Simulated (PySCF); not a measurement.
**H$_{3}$P, SMILES `P`: what the electrons do**

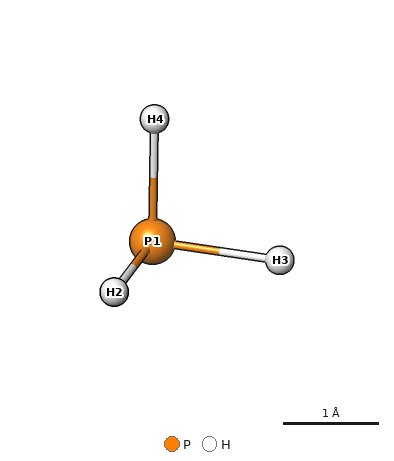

The molecule, with its atoms numbered as below. No frequency check shows the geometry to be a minimum.

Cartesian coordinates (Å):

```
P1      -0.0000    0.0000    0.1280
H2      -1.0996    0.3515   -0.6405
H3       0.8545    0.7766   -0.6401
H4       0.2456   -1.1281   -0.6402
```

### 1. Excited states

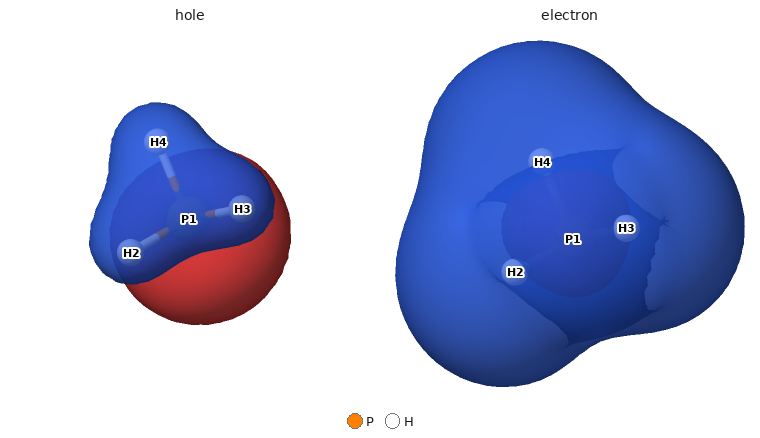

Leading natural transition orbital pair of S₃ (TDA singlet states); the surfaces enclose about 85 % of each orbital's density.

Computed with PySCF, ωB97X/def2-SVP, geometry: GFN2-xTB. Without diffuse functions Rydberg states are missing, so the states' numbers hold for this basis only.

Q: Give its energy and the atoms that hole and electron lie on.

A: 8.98 eV (138 nm), f = 0.127 (bright), partly diffuse acceptor orbital, which a basis without diffuse functions describes poorly; the leading pair carries 99 %; hole on P1 (81 %) and H2, H3 and H4 (6 % each), electron on P1 (40 %) and H2, H3 and H4 (20 % each) (atom shares of so diffuse an orbital are rough); their centroids lie 1.1 Å apart. In canonical orbitals it is mainly HOMO → LUMO+2 (98 %). The HOMO–LUMO gap is 13.89 eV.

### 2. Removing or adding an electron

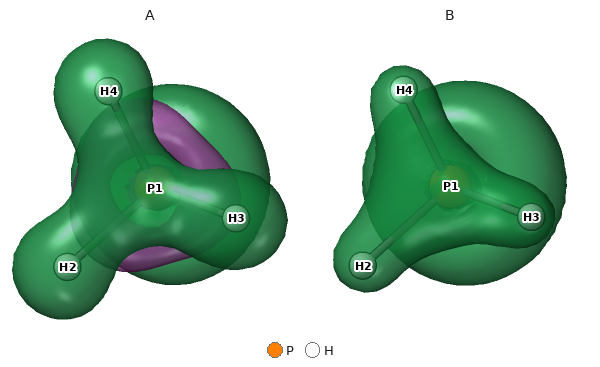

The Fukui function f⁻ from two separate SCF calculations and the density of the HOMO, at ±0.04 e/Å³ (green positive, purple negative).

Computed with PySCF, B3LYP/def2-SVPD, geometry: GFN2-xTB.

Q: Which panel is which, and how good is the frozen-orbital picture?

A: A is f⁻ (it has negative regions), B the HOMO density. The HOMO lies on P1 (80 %) and H2, H3 and H4 (7 % each); f⁻ (Hirshfeld-condensed) is largest on P1 (0.62); the vertical ionisation energy is 10.63 eV. Relaxation shifts 18 % of the electron between atoms. The orbital energy is −7.64 eV.

### 3. Stretching a bond

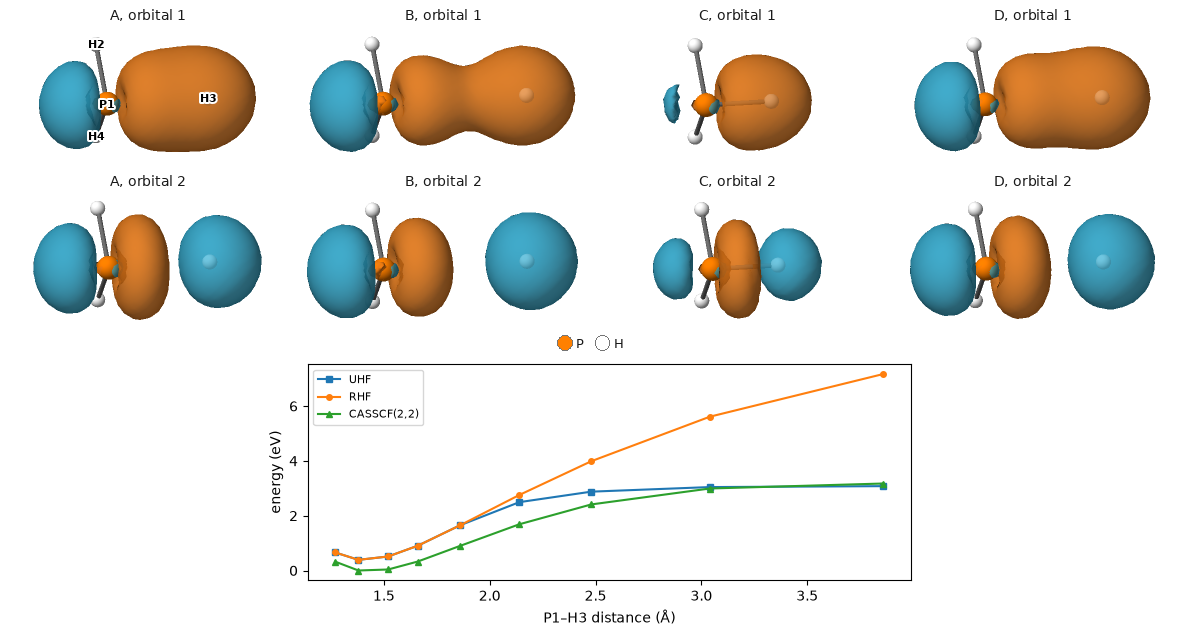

Rigid stretch of the P1–H3 bond. The two CASSCF(2,2) natural orbitals nearest half filling (orbital 1 the more occupied). Below: energies along the scan, from the lowest point of the three curves.

PySCF calculation, 6-31G* basis, gas phase; geometry: GFN2-xTB.

Q: The columns are at 1.38, 2.14, 2.48 and 3.04 Å, in some order. Assign them, and give the occupations.

A: A: 2.14 Å, occupations 1.85 and 0.15. B: 3.04 Å, occupations 1.41 and 0.59. C: 1.38 Å, occupations 1.98 and 0.02. D: 2.48 Å, occupations 1.70 and 0.30.

Q: Where does the UHF solution part from RHF?

A: Between 1.86 Å (⟨S²⟩ = 0, the two coincide) and 2.14 Å (⟨S²⟩ = 0.50); at 3.86 Å ⟨S²⟩ is 1.01 and UHF lies 4.1 eV below RHF.

Q: How much energy does the stretch cost?

A: By CASSCF, 3.2 eV from the lowest point of the scan (1.38 Å) to 3.86 Å; RHF gives 6.8 eV from its own lowest point. The fragments aren't relaxed and dynamic correlation is missing, so this isn't a bond dissociation energy.
